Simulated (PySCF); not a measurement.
**AsH8NSi2: electronic excitations and core binding energies**

Wanted: the electronic excitations and core binding energies of AsH8NSi2 (`[SiH3]N[SiH2][AsH2]`), by calculation.

Computed with PySCF 2.14.0, with density-fitted response routines of our own, on a single molecule in the gas phase. Atoms are numbered from 0 throughout.

**1. The molecule as given**

12 atoms, charge 0, multiplicity 1; geometry from: GFN2-xTB.

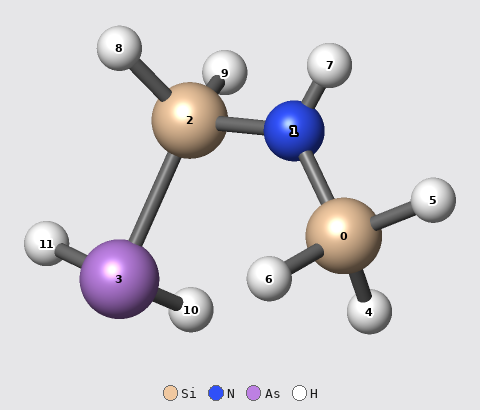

The starting geometry (silicon light orange, nitrogen blue, arsenic purple, hydrogen white), atoms numbered; sticks join atoms by distance.

**2. Ultraviolet spectrum: CAM-B3LYP/def2-SVPD**

The job: settings as JSON, then the geometry in Å.

```
{"job": {"kind": "uv", "xc": "CAM-B3LYP", "basis": "def2-SVPD", "nstates": 8, "ntriplets": 3}, "charge": 0, "multiplicity": 1}
Si    -1.812898     0.568105     0.221093
N     -0.807405    -0.805262    -0.077130
Si     0.924480    -0.933761    -0.069155
As     1.768665     1.151598     0.468623
H     -1.472073     1.632815    -0.735424
H     -3.183958     0.095310     0.034295
H     -1.593124     1.059758     1.589893
H     -1.288358    -1.668619    -0.262834
H      1.295351    -1.949147     0.938480
H      1.317423    -1.493029    -1.377197
H      1.673851     1.638451    -0.948780
H      3.179245     0.703097     0.192110
```

With the program's defaults for keys left out, this is: TDDFT CAM-B3LYP/def2-SVPD, vertical, gas phase, core orbitals frozen in the response.

Run with:

```console
$ OMP_NUM_THREADS=1 python probes_run.py task.json out
```

One launch serves the whole session: the jobs run in the order shown.

What it wrote:

```text
coarse grid: 45056 points
cycle   1  E = -2874.0196952064  dE = -6.624e-01  |g| = 4.645e-01  |ddm| = 4.132e+00
cycle   2  E = -2874.0107283975  dE =  8.967e-03  |g| = 5.127e-01  |ddm| = 9.431e-01
cycle   3  E = -2874.0649003823  dE = -5.417e-02  |g| = 5.815e-02  |ddm| = 4.913e-01
cycle   4  E = -2874.0657067605  dE = -8.064e-04  |g| = 1.644e-02  |ddm| = 1.057e-01
cycle   5  E = -2874.0657614674  dE = -5.471e-05  |g| = 2.998e-03  |ddm| = 2.884e-02
cycle   6  E = -2874.0657635685  dE = -2.101e-06  |g| = 7.617e-04  |ddm| = 7.442e-03
final grid: 90896 points
cycle   7  E = -2874.0657644856  dE = -1.616e-07  |g| = 6.751e-04  |ddm| = 3.599e-03
cycle   8  E = -2874.0657645095  dE = -2.390e-08  |g| = 6.738e-04  |ddm| = 2.317e-03
cycle   9  E = -2874.0657645676  dE = -5.810e-08  |g| = 3.851e-05  |ddm| = 9.561e-04
cycle  10  E = -2874.0657645682  dE = -6.021e-10  |g| = 2.021e-05  |ddm| = 8.912e-05
converged SCF energy = -2874.0657645682

Static polarisability (au): isotropic 92.148, principal 78.787 94.863 102.795

Singlet excitations
state   eV       nm        f      main configurations
  1   5.9252    209.2   0.00135   H->L 0.89
  2   6.2552    198.2   0.03540   H-1->L 0.41, H-1->L+1 0.26, H-1->L+2 0.15
  3   6.6300    187.0   0.00653   H->L+1 0.53, H-1->L 0.18, H-1->L+1 0.14
  4   6.7102    184.8   0.01695   H-1->L+1 0.43, H->L+1 0.24, H->L+3 0.11
  5   6.9040    179.6   0.05332   H->L+2 0.81
  6   7.0414    176.1   0.15417   H-1->L+2 0.69, H-1->L 0.12
  7   7.1798    172.7   0.04509   H->L+3 0.68, H->L+1 0.08
  8   7.4051    167.4   0.07011   H-1->L+3 0.72

Triplet excitations (Tamm-Dancoff, eV): 5.5215 5.6444 5.7747
```

It took 41 s on 1 thread of Arm Neoverse N1, shared host; peak memory 0.71 GiB.

The orbitals next to the gap, with their largest atomic shares:

```tsv
orbital	eV	atoms
HOMO−3	-11.03	Si0 34 %, H5 30 %, N1 10 %
HOMO−2	-10.50	As3 39 %, Si2 21 %, H10 12 %
HOMO−1	-8.88	As3 57 %, Si2 15 %, N1 8 %
HOMO	-8.63	N1 46 %, Si2 11 %, Si0 10 %
LUMO	0.58	Si2 22 %, As3 16 %, Si0 14 %
LUMO+1	0.93	As3 36 %, Si2 18 %, H10 16 %
LUMO+2	1.21	As3 39 %, Si2 14 %, H11 13 %
```

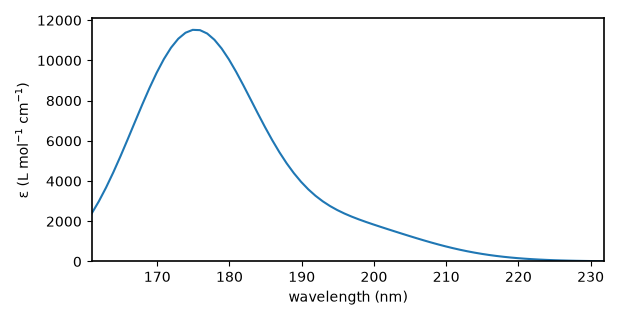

Absorption spectrum: each of the 8 states is a Gaussian band of 0.4 eV half-width at 1/e. Beyond the last state computed it falls off for lack of states.

Ground-state properties from the same run:

```tsv
property	computed
dipole moment (D)	0.77
polarisability (Å³)	13.65
HOMO–LUMO gap (eV)	9.21
−ε(HOMO) (eV)	8.63
```

**3. X-ray photoelectron lines: SCAN, X2C**

Same as in step 2 but for these lines:

```diff
@@ -1,2 +1,2 @@
-{"job": {"kind": "uv", "xc": "CAM-B3LYP", "basis": "def2-SVPD", "nstates": 8, "ntriplets": 3}, "charge": 0, "multiplicity": 1}
+{"job": {"kind": "xps"}, "charge": 0, "multiplicity": 1}
 Si    -1.812898     0.568105     0.221093
```

Level: delta-SCF UKS SCAN, pcX-2 on the ionised atom, pcseg-1 elsewhere, spin-free X2C.

What it wrote:

```text
ground state, core basis on atom 0 (Si), 159 functions
  cycle   1  E = -2895.11868495  |g| = 5.20e-01
  cycle   2  E = -2894.99001335  |g| = 8.83e-01
  cycle   3  E = -2895.17613762  |g| = 7.57e-02
  cycle   4  E = -2895.17768031  |g| = 2.80e-02
  cycle   5  E = -2895.17794569  |g| = 6.91e-03
  cycle   6  E = -2895.17796275  |g| = 1.77e-03
  cycle   7  E = -2895.17796203  |g| = 5.05e-04
  cycle   8  E = -2895.17796245  |g| = 1.20e-04
  E(ground) = -2895.10404965 Eh
hole in Si 1s of atom 0
  cycle   1  E = -2826.25180051  |g| = 4.35e+00
  cycle   2  E = -2825.15497854  |g| = 2.37e+00
  cycle   3  E = -2821.59693252  |g| = 2.15e+00
  cycle   4  E = -2827.18382353  |g| = 4.73e-01
  cycle   5  E = -2827.19673931  |g| = 4.55e-01
  cycle   6  E = -2827.29833405  |g| = 9.53e-02
  cycle   7  E = -2827.30382273  |g| = 1.96e-02
  cycle   8  E = -2827.30400236  |g| = 7.48e-03
  cycle   9  E = -2827.30403660  |g| = 3.17e-03
  cycle  10  E = -2827.30404348  |g| = 5.47e-04
  cycle  11  E = -2827.30404274  |g| = 1.49e-04
  E(ion) = -2827.23800174 Eh   <S^2> = 0.7521   hole on atom = 1.000   binding energy = 1846.729 eV
hole in Si 2p of atom 0
  cycle   1  E = -2890.91031835  |g| = 1.23e+00
  cycle   2  E = -2889.87929856  |g| = 1.44e+00
  cycle   3  E = -2891.08749781  |g| = 4.23e-01
  cycle   4  E = -2891.22407157  |g| = 9.37e-02
  cycle   5  E = -2891.22364904  |g| = 1.04e-01
  cycle   6  E = -2891.22906505  |g| = 2.36e-02
  cycle   7  E = -2891.22931945  |g| = 6.53e-03
  cycle   8  E = -2891.22934825  |g| = 1.65e-03
  cycle   9  E = -2891.22934957  |g| = 3.87e-04
  E(ion) = -2891.16686362 Eh   <S^2> = 0.7518   hole on atom = 1.002   binding energy = 107.136 eV
  2p3/2 = 106.904 eV   2p1/2 = 107.528 eV
ground state, core basis on atom 1 (N), 148 functions
  cycle   1  E = -2895.09620875  |g| = 7.53e-02
  cycle   2  E = -2895.09624254  |g| = 2.05e-02
  cycle   3  E = -2895.09624839  |g| = 2.15e-02
  cycle   4  E = -2895.09635296  |g| = 5.31e-03
  cycle   5  E = -2895.09636021  |g| = 7.02e-04
  cycle   6  E = -2895.09636222  |g| = 1.26e-04
  E(ground) = -2895.06197619 Eh
hole in N 1s of atom 1
  cycle   1  E = -2879.53420080  |g| = 1.87e+00
  cycle   2  E = -2878.77912235  |g| = 2.11e+00
  cycle   3  E = -2880.18831880  |g| = 3.97e-01
  cycle   4  E = -2880.24124138  |g| = 1.27e-01
  cycle   5  E = -2880.25106355  |g| = 4.53e-02
  cycle   6  E = -2880.25259284  |g| = 6.71e-03
  cycle   7  E = -2880.25262010  |g| = 2.82e-03
  cycle   8  E = -2880.25262584  |g| = 1.13e-03
  cycle   9  E = -2880.25262579  |g| = 4.45e-04
  E(ion) = -2880.21675971 Eh   <S^2> = 0.7653   hole on atom = 1.000   binding energy = 403.959 eV
ground state, core basis on atom 2 (Si), 159 functions
  cycle   1  E = -2895.17773820  |g| = 2.88e-01
  cycle   2  E = -2895.17780129  |g| = 4.02e-02
  cycle   3  E = -2895.17777475  |g| = 3.09e-02
  cycle   4  E = -2895.17793426  |g| = 6.31e-03
  cycle   5  E = -2895.17795390  |g| = 3.77e-04
  E(ground) = -2895.10394639 Eh
hole in Si 1s of atom 2
  cycle   1  E = -2826.24209681  |g| = 4.35e+00
  cycle   2  E = -2826.01170909  |g| = 2.27e+00
  cycle   3  E = -2826.63857934  |g| = 9.47e-01
  cycle   4  E = -2827.23270472  |g| = 3.31e-01
  cycle   5  E = -2827.30831677  |g| = 6.52e-02
  cycle   6  E = -2827.30999919  |g| = 4.19e-02
  cycle   7  E = -2827.31084399  |g| = 1.54e-02
  cycle   8  E = -2827.31096928  |g| = 4.54e-03
  cycle   9  E = -2827.31097644  |g| = 1.18e-03
  cycle  10  E = -2827.31098173  |g| = 2.23e-04
  E(ion) = -2827.24462538 Eh   <S^2> = 0.7522   hole on atom = 1.000   binding energy = 1846.546 eV
hole in Si 2p of atom 2
  cycle   1  E = -2890.90307250  |g| = 1.24e+00
  cycle   2  E = -2890.54411301  |g| = 1.26e+00
  cycle   3  E = -2891.14822320  |g| = 3.43e-01
  cycle   4  E = -2891.23055122  |g| = 1.05e-01
  cycle   5  E = -2891.23622282  |g| = 5.26e-02
  cycle   6  E = -2891.23756900  |g| = 1.32e-02
  cycle   7  E = -2891.23765287  |g| = 3.97e-03
  cycle   8  E = -2891.23766481  |g| = 1.17e-03
  cycle   9  E = -2891.23766360  |g| = 2.77e-04
  E(ion) = -2891.17503059 Eh   <S^2> = 0.7522   hole on atom = 1.003   binding energy = 106.911 eV
  2p3/2 = 106.723 eV   2p1/2 = 107.347 eV
```

Wall time 70 s (1 thread of Arm Neoverse N1, shared host); peak memory 0.64 GiB.

The holes in one table. −ε is the ground-state orbital energy:

```tsv
hole	stands for	environment	ΔSCF (eV; 2p as the shell's mean)	−ε (eV)	⟨S²⟩
Si1s on Si0	Si0	silicon bonded to N, 3 H	1846.73	1793.4	0.752
Si2p on Si0	Si0	silicon bonded to N, 3 H	107.11	96.2	0.752
N1s on N1	N1	nitrogen bonded to 2 Si, H	403.96	385.3	0.765
Si1s on Si2	Si2	silicon bonded to As, N, 2 H	1846.55	1793.6	0.752
Si2p on Si2	Si2	silicon bonded to As, N, 2 H	106.93	96.4	0.752
```

With the spin-orbit splitting: Si0 2p3/2 106.90, 2p1/2 107.53 eV; Si2 2p3/2 106.72, 2p1/2 107.35 eV. The table gives each 2p level as the mean over the whole 2p shell (two parts 2p3/2, one part 2p1/2), which differs a little from the single hole in the log.

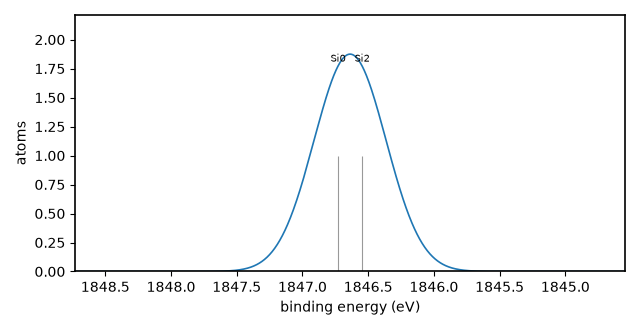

The Si1s photoelectron lines, weighted by the number of atoms. Lines are broadened to a width of 0.60 eV (Gaussian).

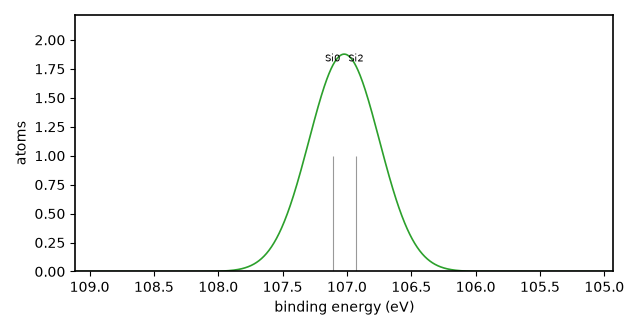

The Si2p photoelectron lines, weighted by the number of atoms. Lines are broadened to a width of 0.60 eV (Gaussian).

**4. Results**

| quantity | value |
| --- | --- |
| lowest singlet (CAM-B3LYP/def2-SVPD) | 5.93 eV (209 nm), f = 0.001 |
| brightest single state of those computed | state 6, 7.04 eV, f = 0.154 |
| lowest triplet | 5.52 eV |
| Si1s binding energies, SCAN/pcX-2 | Si0 1846.73, Si2 1846.55 eV |
| Si2p binding energies, SCAN/pcX-2 | Si0 107.11, Si2 106.93 eV |
| N1s binding energies, SCAN/pcX-2 | N1 403.96 eV |

In words: The lowest singlet, at 5.93 eV, is HOMO→LUMO 0.89 and is weak; of the 8 states computed, the strongest absorption comes from state 6 at 7.04 eV (the last state computed is bright too, and its partners may lie past the list). The lowest triplet lies 0.40 eV below the lowest singlet (triplets in Tamm-Dancoff, singlets in full TDDFT). Si0 (silicon bonded to N, 3 H) binds its Si1s electron 0.18 eV more tightly than Si2 (silicon bonded to As, N, 2 H). The Si2p levels kept as sound span 0.18 eV, from Si2 (silicon bonded to As, N, 2 H) up to Si0 (silicon bonded to N, 3 H).
